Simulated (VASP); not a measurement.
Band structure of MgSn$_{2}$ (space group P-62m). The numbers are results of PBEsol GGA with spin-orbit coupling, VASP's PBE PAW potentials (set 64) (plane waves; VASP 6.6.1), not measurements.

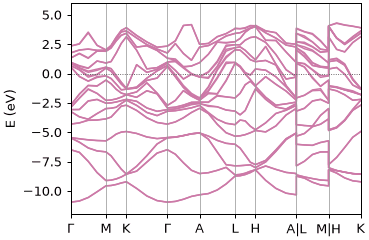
Figure. Bands along high-symmetry lines, zero at the valence-band maximum or, without a gap, the Fermi level

Question: Read the plot: is there a gap, and where are the band edges?

Answer: It has no gap at this level: it comes out as a metal or semimetal.

The structure comes from a computed database's MgSn2 entry (P-62m); how it stands against other phases isn't given here. It was relaxed first.
